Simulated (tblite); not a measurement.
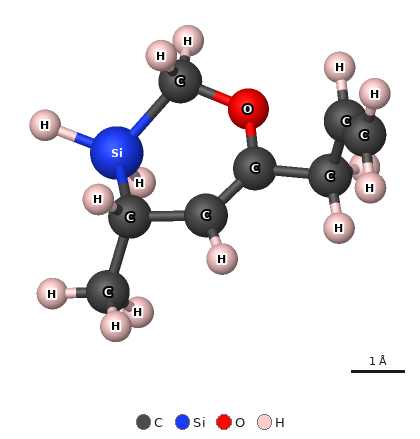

The input geometry (ball-and-stick view, seen at a tilt). Bond lengths as drawn: C–C 1.32 to 1.53 Å, C–H 1.08 to 1.10 Å, C–O 1.37 to 1.42 Å, C–Si 1.90 to 1.91 Å and H–Si 1.46 Å.

Frequency calculation, with input and output: C$_{8}$H$_{14}$OSi

The run: frequency calculation of C$_{8}$H$_{14}$OSi. Method and program: GFN2-xTB harmonic vibrations, gas phase (tblite 0.8.0).

It belongs to a series of runs on one base structure; here: O inserted into a C-C bond.

The input
```
{"job": {"kind": "ir", "xc": "GFN2-xTB", "basis": "xTB"}, "charge": 0, "multiplicity": 1}
C      3.825522    -0.162614     0.736260
C      2.959649     0.283506    -0.152884
C      1.916806    -0.559651    -0.820720
C      0.537037    -0.034758    -0.488438
C     -0.293419    -0.695347     0.313960
C     -1.699300    -0.329088     0.708646
C     -2.580249    -1.579160     0.732974
Si    -2.342609     1.029988    -0.457563
C     -0.718766     2.000320    -0.690825
O      0.332119     1.153871    -1.129436
H      3.847678    -1.197276     1.037721
H      4.554740     0.482567     1.196134
H      2.949341     1.326591    -0.439449
H      2.048427    -0.490403    -1.904149
H      2.007892    -1.600363    -0.511719
H      0.066956    -1.627007     0.728226
H     -1.667388     0.064647     1.735242
H     -2.636767    -2.024850    -0.257587
H     -2.178191    -2.323925     1.418927
H     -3.589309    -1.326594     1.051478
H     -2.781630     0.483957    -1.743944
H     -3.366282     1.882017     0.151244
H     -0.418161     2.486514     0.246872
H     -0.785828     2.776821    -1.453414
```

The first line tells a small driver script what to run in tblite; the rest is the geometry in Å.

Machine: 1 CPU thread, shared host.

Run as:
```bash
OMP_NUM_THREADS=1 python <driver script> task.json out
```

The program's output
```
mode    cm-1     km/mol
  1      30.9      0.01
  2      46.6      0.70
  3      70.5      0.45
  4     116.1      0.39
  5     147.0      1.37
  6     211.5      1.29
  7     228.7      0.09
  8     241.8      0.58
  9     299.7      9.95
 10     316.7      0.96
 11     388.0      5.77
 12     403.2      0.81
 13     422.4      8.22
 14     491.7     49.11
 15     549.3      5.69
 16     561.5      0.89
 17     593.1     25.17
 18     643.2     89.87
 19     675.2     16.05
 20     718.2     20.14
 21     739.0     40.46
 22     765.6    225.76
 23     793.3      3.65
 24     796.7    149.59
 25     873.6     15.85
 26     889.8     23.00
 27     910.6      4.26
 28     951.9      2.83
 29     977.0     15.55
 30    1005.4      9.33
 31    1026.3     12.04
 32    1055.8      1.07
 33    1094.0      5.95
 34    1099.8     41.51
 35    1131.5     29.29
 36    1160.0     70.02
 37    1181.2      7.99
 38    1214.4     20.23
 39    1234.0     17.41
 40    1258.1      4.02
 41    1271.1      3.61
 42    1276.4      2.59
 43    1293.8     11.68
 44    1334.6     38.22
 45    1414.7      0.72
 46    1415.3      4.85
 47    1447.5      2.55
 48    1464.0      1.20
 49    1505.3      1.79
 50    1510.2      3.27
 51    1719.2     25.43
 52    1730.1     89.86
 53    2258.0    474.22
 54    2261.2    173.34
 55    2856.9     34.46
 56    2874.0     72.23
 57    2953.9     22.82
 58    2983.1     32.24
 59    3006.4     12.99
 60    3007.3     48.31
 61    3026.5     47.06
 62    3034.2     30.56
 63    3058.3     45.28
 64    3066.3     32.58
 65    3097.0     27.69
 66    3122.7     57.29
```

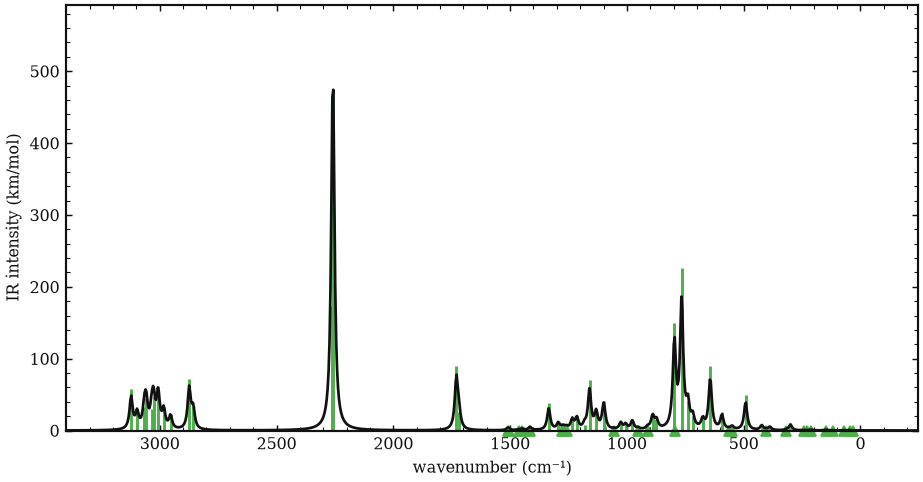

Harmonic infrared spectrum, unscaled: sticks (degenerate modes added up, dark ones marked on the axis) with a Lorentzian envelope of 16 cm⁻¹ full width, scaled to the tallest stick. 66 modes from 31 to 3123 cm⁻¹, none imaginary. The strongest line is at 2258 cm⁻¹ (474 km/mol).

Results in brief

```json
{"quantity": "outcome", "value": "converged"}
{"quantity": "total energy", "value": "−816.4406 eV"}
{"quantity": "zero-point energy", "value": "121.9450 kcal/mol"}
{"quantity": "wall time", "value": "1.1 s"}
{"quantity": "peak memory", "value": "0.18 GiB"}
```
